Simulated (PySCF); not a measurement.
**C$_{5}$H$_{3}$NS (SMILES N#Cc1ccsc1): density, localisation and related maps**

Input file:

```
{"job": {"kind": "uv", "xc": "PBE0", "basis": "def2-SVPD", "nstates": 6, "ntriplets": 2}, "charge": 0, "multiplicity": 1}
N     -3.104859    -0.491477     0.071444
C     -1.986996    -0.239201     0.036586
C     -0.611826     0.053847    -0.004872
C      0.410517    -0.931745     0.107087
C      1.648118    -0.388939     0.036147
S      1.605396     1.321083    -0.167002
C     -0.104406     1.316501    -0.158103
H      0.208745    -1.980075     0.231941
H      2.594741    -0.888231     0.090046
H     -0.650549     2.232891    -0.265802
```

Launched as:

```sh
OMP_NUM_THREADS=1 python probes_run.py task.json out
```

Geometry: GFN2-xTB.

All numbers below come from PBE0/def2-SVPD, SCF density, gas phase (PySCF 2.14.0).

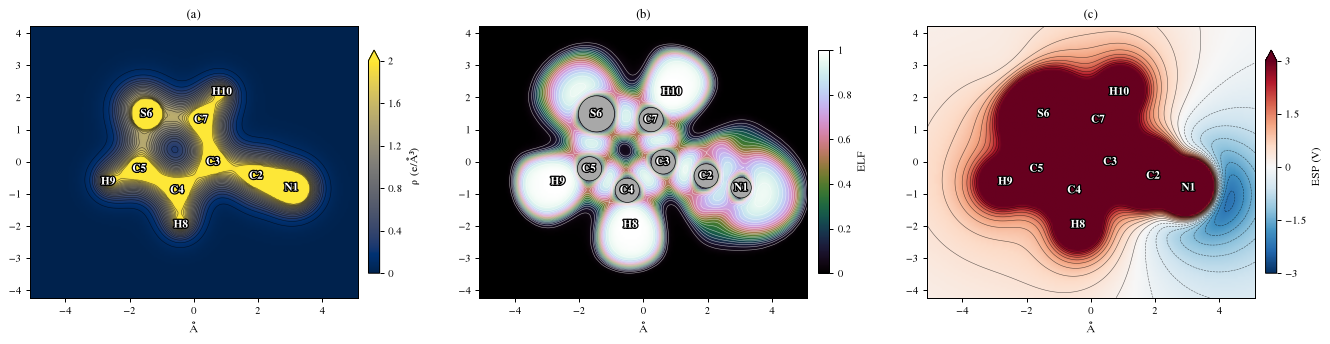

Figure 1. (a) total electron density; (b) electron localisation function; (c) electrostatic potential on the molecular plane. Grey discs cover the atomic cores in the ELF map.

Q: Describe what can be read from this map.

A:
- The plane passes through N, C, S and H nuclei.
- C–N (1.15 Å): ρ is about 3.5 e/Å³ halfway; the ELF peaks at about 0.90 between the atoms (a multiple bond).
- C–C (1.35 Å): ρ is about 2.2 e/Å³ halfway; the ELF peaks at about 0.95 between the atoms, as expected for localised, covalent bonding.
- C–S (1.71 Å): ρ is about 1.5 e/Å³ halfway; the ELF peaks at about 0.90 between the atoms; localised, covalent bonding.
- C–H (1.07 Å): ρ at the midpoint is about 2 e/Å³; the ELF climbs to about 1 towards the hydrogen, as it does in any bond to H (an ordinary covalent bond to hydrogen).
- C–C (1.41 Å): the density is about 2 e/Å³ at the midpoint; the ELF peaks at about 0.95 between the atoms (localised, covalent bonding).
- The ELF also peaks beside N1 and S6, away from the bonds: lone-pair regions.
- Outside the dense part of the molecule the potential is most negative (−2.2 V) near N1.

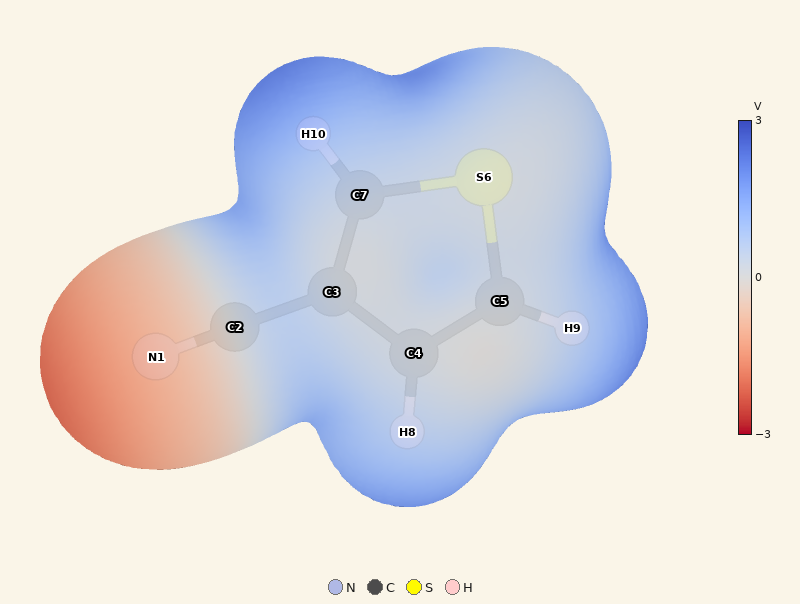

Figure 2. The electrostatic potential painted on the density surface at 0.004 e/bohr³, seen at a tilt; red is negative and blue positive.

Q: Which sites attract a positive test charge, and which a negative one?

A: A positive charge is drawn to the negative regions and a negative charge to the positive ones. The most negative region (about −2.0 V, or −46 kcal/mol for a unit charge) lies over N1, the most positive (about +2.1 V, or +48 kcal/mol for a unit charge) over H9 and H10. N1 is the likeliest acceptor of a hydrogen bond.

Q: What dipole moment does the calculation give?

A: Its dipole moment is 4.24 D.

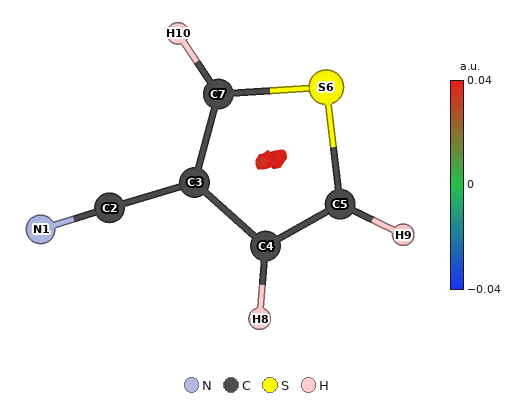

Figure 3. Non-covalent interaction (NCI) plot: the surface where the reduced density gradient is 0.4, for densities under 0.05 a.u., coloured by sign(λ₂)ρ; seen at a tilt.

Q: What holds or crowds the atoms apart from the covalent bonds?

A: Inside the ring or cage of C3, C4, C5, S6 and C7: steric crowding (red).
